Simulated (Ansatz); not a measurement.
**Molecular dynamics of TaCl₄F (part 3 of 3)**

TaCl₄F; RHF/def2-SVP (Ansatz 0.2.0). It belongs to a series of runs on one base structure; here: dynamics from the last frame of an earlier run.

Geometry of the input (Å):
```
Ta -0.0565  -0.0332  0.0430
F  1.9149  0.0653  -0.0400
Cl 0.1519  -0.0044  2.3652
Cl 0.0103  0.1424  -2.3021
Cl -1.1779  1.9946  -0.2297
Cl -1.2563  -1.9980  -0.0316
```

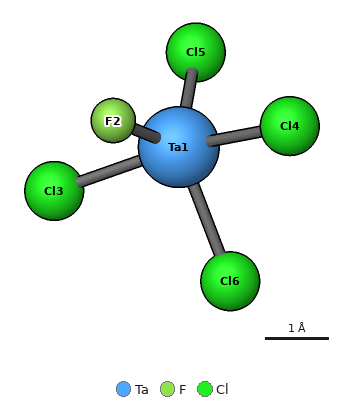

**Figure 1.** The geometry at step 100 of the log (ball-and-stick view, seen at a tilt; atoms are numbered from 1 in the order of the input).

Trajectory as extended XYZ, continued
```
6
Properties=species:S:1:pos:R:3:forces:R:3 step=33 time_fs=33.0 energy=-54244.47213 temperature=874.4
Ta   -0.0957   -0.0034   -0.0029    2.5433  -0.5376   0.6632
F     1.7919    0.1011    0.0365   -1.3473  -0.1671  -0.2719
Cl    0.2116   -0.0493    2.4034   -0.5140   0.1027  -1.0935
Cl    0.1359    0.0430   -2.3561   -0.1164  -0.3280   0.4755
Cl   -1.1297    1.9918   -0.0923   -0.5943   0.4587   0.3501
Cl   -1.2243   -2.0222    0.0403    0.0287   0.4714  -0.1235
6
Properties=species:S:1:pos:R:3:forces:R:3 step=39 time_fs=39.0 energy=-54244.34775 temperature=611.8
Ta   -0.1068   -0.0007   -0.0087    4.2749  -0.2437   0.6680
F     1.8516    0.1035    0.0408   -2.8754  -0.2194  -0.3255
Cl    0.2071   -0.0539    2.3798   -0.4530   0.0976  -0.9654
Cl    0.1581    0.0102   -2.3593   -0.1758  -0.2067   0.5954
Cl   -1.1347    2.0007   -0.0489   -0.5811   0.3424   0.1843
Cl   -1.2118   -2.0090    0.0511   -0.1895   0.2299  -0.1569
6
Properties=species:S:1:pos:R:3:forces:R:3 step=44 time_fs=44.0 energy=-54244.33433 temperature=568.9
Ta   -0.1100    0.0012   -0.0125    4.5315   0.0892   0.5749
F     1.8628    0.1026    0.0398   -3.0698  -0.2103  -0.3331
Cl    0.2000   -0.0570    2.3532   -0.3796   0.0867  -0.6692
Cl    0.1749   -0.0183   -2.3576   -0.2224  -0.1137   0.5558
Cl   -1.1432    2.0106   -0.0119   -0.5002   0.1771   0.0519
Cl   -1.2029   -1.9963    0.0588   -0.3594  -0.0290  -0.1803
6
Properties=species:S:1:pos:R:3:forces:R:3 step=50 time_fs=50.0 energy=-54244.46603 temperature=796.2
Ta   -0.1060    0.0036   -0.0160    3.6265   0.4907   0.3507
F     1.8264    0.0980    0.0332   -2.2162  -0.1468  -0.2999
Cl    0.1882   -0.0599    2.3164   -0.2786   0.0632  -0.0788
Cl    0.1928   -0.0529   -2.3509   -0.2769  -0.0206   0.3358
Cl   -1.1575    2.0236    0.0322   -0.3429  -0.0524  -0.1025
Cl   -1.1956   -1.9818    0.0662   -0.5119  -0.3341  -0.2053
6
Properties=species:S:1:pos:R:3:forces:R:3 step=55 time_fs=55.0 energy=-54244.55740 temperature=937.3
Ta   -0.0975    0.0063   -0.0183    1.6555   0.7152   0.0868
F     1.7664    0.0922    0.0236   -0.3830  -0.0402  -0.2312
Cl    0.1766   -0.0618    2.2855   -0.1936   0.0342   0.5587
Cl    0.2054   -0.0814   -2.3429   -0.3230   0.0371   0.0362
Cl   -1.1718    2.0340    0.0675   -0.1860  -0.2221  -0.2259
Cl   -1.1933   -1.9723    0.0708   -0.5699  -0.5243  -0.2246
6
Properties=species:S:1:pos:R:3:forces:R:3 step=61 time_fs=61.0 energy=-54244.42960 temperature=644.6
Ta   -0.0852    0.0106   -0.0210   -1.8973   0.7746  -0.2286
F     1.6940    0.0850    0.0088    2.9075   0.1309  -0.1079
Cl    0.1612   -0.0637    2.2546   -0.0920  -0.0079   1.2967
Cl    0.2172   -0.1144   -2.3334   -0.3756   0.0840  -0.3524
Cl   -1.1901    2.0442    0.1069    0.0003  -0.3733  -0.3628
Cl   -1.1957   -1.9657    0.0742   -0.5430  -0.6082  -0.2450
6
Properties=species:S:1:pos:R:3:forces:R:3 step=66 time_fs=66.0 energy=-54244.28676 temperature=346.3
Ta   -0.0775    0.0152   -0.0234   -3.7043   0.7013  -0.3523
F     1.6716    0.0808   -0.0049    4.4431   0.2139  -0.0107
Cl    0.1480   -0.0653    2.2388   -0.0011  -0.0406   1.6385
Cl    0.2241   -0.1406   -2.3281   -0.4102   0.1157  -0.5509
Cl   -1.2050    2.0498    0.1362    0.1272  -0.4801  -0.4657
Cl   -1.2016   -1.9648    0.0752   -0.4547  -0.5102  -0.2590
6
Properties=species:S:1:pos:R:3:forces:R:3 step=72 time_fs=72.0 energy=-54244.39929 temperature=537.5
Ta   -0.0745    0.0218   -0.0268   -2.1206   0.5335  -0.2639
F     1.7137    0.0793   -0.0209    2.5187   0.1775   0.0830
Cl    0.1327   -0.0675    2.2345    0.1113  -0.0668   1.5384
Cl    0.2285   -0.1701   -2.3266   -0.4334   0.1646  -0.5138
Cl   -1.2213    2.0520    0.1662    0.2264  -0.6134  -0.5750
Cl   -1.2124   -1.9680    0.0740   -0.3024  -0.1954  -0.2687
6
Properties=species:S:1:pos:R:3:forces:R:3 step=77 time_fs=77.0 energy=-54244.47286 temperature=647.1
Ta   -0.0752    0.0279   -0.0299    0.3253   0.2908  -0.0603
F     1.7836    0.0805   -0.0328   -0.1974   0.1234   0.1530
Cl    0.1211   -0.0698    2.2423    0.1912  -0.0772   1.1387
Cl    0.2289   -0.1929   -2.3291   -0.4316   0.2187  -0.3155
Cl   -1.2329    2.0493    0.1863    0.2696  -0.6954  -0.6498
Cl   -1.2234   -1.9722    0.0710   -0.1571   0.1396  -0.2660
6
Properties=species:S:1:pos:R:3:forces:R:3 step=83 time_fs=83.0 energy=-54244.37260 temperature=418.3
Ta   -0.0754    0.0355   -0.0337    2.1660  -0.1047   0.2511
F     1.8606    0.0839   -0.0441   -2.2938   0.0998   0.2106
Cl    0.1092   -0.0731    2.2611    0.2470  -0.0812   0.5469
Cl    0.2255   -0.2174   -2.3348   -0.4143   0.2883  -0.0499
Cl   -1.2440    2.0400    0.2039    0.2817  -0.7021  -0.7122
Cl   -1.2376   -1.9756    0.0653    0.0134   0.4999  -0.2466
6
Properties=species:S:1:pos:R:3:forces:R:3 step=89 time_fs=89.0 energy=-54244.28660 temperature=232.8
Ta   -0.0716    0.0426   -0.0368    2.7084  -0.5275   0.5536
F     1.8960    0.0891   -0.0514   -2.9748   0.1114   0.2394
Cl    0.1001   -0.0771    2.2846    0.2598  -0.0804   0.0325
Cl    0.2182   -0.2383   -2.3407   -0.3948   0.3483   0.1240
Cl   -1.2520    2.0243    0.2142    0.2501  -0.5870  -0.7393
Cl   -1.2512   -1.9741    0.0573    0.1512   0.7351  -0.2101
6
Properties=species:S:1:pos:R:3:forces:R:3 step=94 time_fs=94.0 energy=-54244.33520 temperature=313.7
Ta   -0.0647    0.0477   -0.0386    2.3766  -0.8490   0.7540
F     1.8847    0.0949   -0.0539   -2.6663   0.1383   0.2498
Cl    0.0946   -0.0810    2.3042    0.2503  -0.0783  -0.2677
Cl    0.2094   -0.2527   -2.3448   -0.3777   0.3841   0.1668
Cl   -1.2567    2.0073    0.2171    0.1915  -0.4027  -0.7344
Cl   -1.2612   -1.9677    0.0493    0.2255   0.8076  -0.1685
6
Properties=species:S:1:pos:R:3:forces:R:3 step=100 time_fs=100.0 energy=-54244.46667 temperature=542.3
Ta   -0.0528    0.0520   -0.0393    0.8672  -1.1649   0.9097
F     1.8298    0.1039   -0.0528   -1.0958   0.1969   0.2479
Cl    0.0904   -0.0862    2.3246    0.2295  -0.0759  -0.4603
Cl    0.1958   -0.2661   -2.3481   -0.3473   0.4080   0.1084
Cl   -1.2606    1.9841    0.2140    0.0910  -0.0992  -0.6984
Cl   -1.2709   -1.9531    0.0386    0.2554   0.7351  -0.1074
6
Properties=species:S:1:pos:R:3:forces:R:3 step=105 time_fs=105.0 energy=-54244.47338 temperature=528.5
Ta   -0.0419    0.0540   -0.0386   -1.4317  -1.3594   0.9639
F     1.7699    0.1140   -0.0485    1.2993   0.2807   0.2288
Cl    0.0887   -0.0910    2.3379    0.2142  -0.0736  -0.5113
Cl    0.1822   -0.2740   -2.3500   -0.3011   0.4171   0.0177
Cl   -1.2630    1.9644    0.2063   -0.0058   0.1833  -0.6493
Cl   -1.2769   -1.9359    0.0290    0.2250   0.5519  -0.0497
6
Properties=species:S:1:pos:R:3:forces:R:3 step=111 time_fs=111.0 energy=-54244.35005 temperature=269.7
Ta   -0.0319    0.0538   -0.0362   -3.8539  -1.4597   0.9355
F     1.7241    0.1305   -0.0398    3.8667   0.3894   0.1812
Cl    0.0886   -0.0972    2.3490    0.2021  -0.0671  -0.5224
Cl    0.1637   -0.2796   -2.3521   -0.2115   0.4296  -0.0359
Cl   -1.2659    1.9430    0.1916   -0.1195   0.4663  -0.5810
Cl   -1.2820   -1.9110    0.0174    0.1162   0.2414   0.0226
6
Properties=species:S:1:pos:R:3:forces:R:3 step=116 time_fs=116.0 energy=-54244.40049 temperature=355.0
Ta   -0.0288    0.0516   -0.0328   -3.2492  -1.3098   0.8527
F     1.7358    0.1492   -0.0301    3.4065   0.3659   0.1171
Cl    0.0900   -0.1027    2.3541    0.1901  -0.0564  -0.5458
Cl    0.1470   -0.2809   -2.3539   -0.1190   0.4484   0.0213
Cl   -1.2691    1.9290    0.1753   -0.1970   0.5792  -0.5259
Cl   -1.2853   -1.8889    0.0081   -0.0315  -0.0273   0.0805
6
Properties=species:S:1:pos:R:3:forces:R:3 step=122 time_fs=122.0 energy=-54244.54714 temperature=613.7
Ta   -0.0304    0.0469   -0.0274   -0.2058  -0.8084   0.7207
F     1.8010    0.1767   -0.0170    0.5196   0.1482   0.0128
Cl    0.0933   -0.1098    2.3552    0.1749  -0.0386  -0.5812
Cl    0.1264   -0.2785   -2.3558   -0.0005   0.4716   0.1678
Cl   -1.2746    1.9176    0.1515   -0.2407   0.5544  -0.4621
Cl   -1.2895   -1.8633   -0.0021   -0.2475  -0.3273   0.1421
6
Properties=species:S:1:pos:R:3:forces:R:3 step=127 time_fs=127.0 energy=-54244.52334 temperature=545.1
Ta   -0.0323    0.0418   -0.0219    1.8759  -0.2739   0.5771
F     1.8642    0.2014   -0.0060   -1.5050  -0.0670  -0.0693
Cl    0.0973   -0.1158    2.3519    0.1666  -0.0240  -0.5633
Cl    0.1096   -0.2730   -2.3562    0.0965   0.4770   0.2768
Cl   -1.2809    1.9123    0.1287   -0.2167   0.4420  -0.4045
Cl   -1.2947   -1.8447   -0.0094   -0.4173  -0.5539   0.1833
6
Properties=species:S:1:pos:R:3:forces:R:3 step=133 time_fs=133.0 energy=-54244.43298 temperature=351.5
Ta   -0.0312    0.0354   -0.0145    2.9271   0.3167   0.3441
F     1.9134    0.2292    0.0057   -2.6242  -0.2540  -0.1399
Cl    0.1035   -0.1231    2.3431    0.1573  -0.0130  -0.4311
Cl    0.0908   -0.2624   -2.3542    0.1986   0.4549   0.3333
Cl   -1.2901    1.9100    0.0983   -0.1148   0.2472  -0.3240
Cl   -1.3046   -1.8279   -0.0163   -0.5441  -0.7518   0.2176
6
Properties=species:S:1:pos:R:3:forces:R:3 step=138 time_fs=138.0 energy=-54244.43994 temperature=353.7
Ta   -0.0263    0.0305   -0.0079    2.7756   0.6665   0.0969
F     1.9189    0.2486    0.0134   -2.6529  -0.3277  -0.1785
Cl    0.1098   -0.1291    2.3327    0.1439  -0.0123  -0.2170
Cl    0.0768   -0.2503   -2.3501    0.2663   0.4109   0.3093
Cl   -1.2985    1.9100    0.0710    0.0125   0.0721  -0.2443
Cl   -1.3166   -1.8196   -0.0203   -0.5453  -0.8095   0.2336
6
Properties=species:S:1:pos:R:3:forces:R:3 step=144 time_fs=144.0 energy=-54244.54809 temperature=546.5
Ta   -0.0158    0.0260    0.0000    1.4554   0.8199  -0.2469
F     1.8829    0.2662    0.0195   -1.6678  -0.2845  -0.2094
Cl    0.1184   -0.1364    2.3187    0.1165  -0.0230   0.1437
Cl    0.0626   -0.2324   -2.3426    0.3250   0.3306   0.2052
Cl   -1.3081    1.9105    0.0367    0.1807  -0.1053  -0.1330
Cl   -1.3355   -1.8169   -0.0230   -0.4098  -0.7377   0.2403
6
Properties=species:S:1:pos:R:3:forces:R:3 step=149 time_fs=149.0 energy=-54244.59875 temperature=626.8
Ta   -0.0051    0.0234    0.0061   -0.6421   0.6776  -0.5351
F     1.8302    0.2767    0.0216    0.1039  -0.0945  -0.2256
Cl    0.1263   -0.1425    2.3081    0.0870  -0.0386   0.4784
Cl    0.0535   -0.2153   -2.3349    0.3570   0.2461   0.0753
Cl   -1.3148    1.9103    0.0076    0.3060  -0.1985  -0.0303
Cl   -1.3540   -1.8202   -0.0235   -0.2118  -0.5920   0.2373
6
Properties=species:S:1:pos:R:3:forces:R:3 step=155 time_fs=155.0 energy=-54244.49649 temperature=411.9
Ta    0.0060    0.0215    0.0124   -3.6034   0.2586  -0.7973
F     1.7729    0.2881    0.0203    2.6940   0.2613  -0.2356
Cl    0.1365   -0.1501    2.3001    0.0561  -0.0536   0.7932
Cl    0.0458   -0.1930   -2.3253    0.3796   0.1340  -0.0823
Cl   -1.3200    1.9082   -0.0270    0.4082  -0.2443   0.0978
Cl   -1.3777   -1.8292   -0.0219    0.0654  -0.3560   0.2243
6
Properties=species:S:1:pos:R:3:forces:R:3 step=160 time_fs=160.0 energy=-54244.43561 temperature=286.6
Ta    0.0104    0.0203    0.0164   -4.5504  -0.0096  -0.8852
F     1.7598    0.3006    0.0161    3.3982   0.3836  -0.2288
Cl    0.1452   -0.1567    2.2991    0.0415  -0.0503   0.8677
Cl    0.0423   -0.1736   -2.3179    0.3868   0.0399  -0.1641
Cl   -1.3212    1.9048   -0.0548    0.4364  -0.2525   0.2038
Cl   -1.3967   -1.8393   -0.0189    0.2875  -0.1112   0.2066
6
Properties=species:S:1:pos:R:3:forces:R:3 step=166 time_fs=166.0 energy=-54244.52761 temperature=454.4
Ta    0.0080    0.0190    0.0197   -2.8235   0.0133  -0.8444
F     1.7966    0.3212    0.0073    1.4970   0.0939  -0.1706
Cl    0.1560   -0.1650    2.3056    0.0358  -0.0197   0.6877
Cl    0.0416   -0.1503   -2.3105    0.3865  -0.0676  -0.1770
Cl   -1.3188    1.8984   -0.0858    0.3943  -0.2372   0.3255
Cl   -1.4166   -1.8521   -0.0135    0.5098   0.2173   0.1788
```
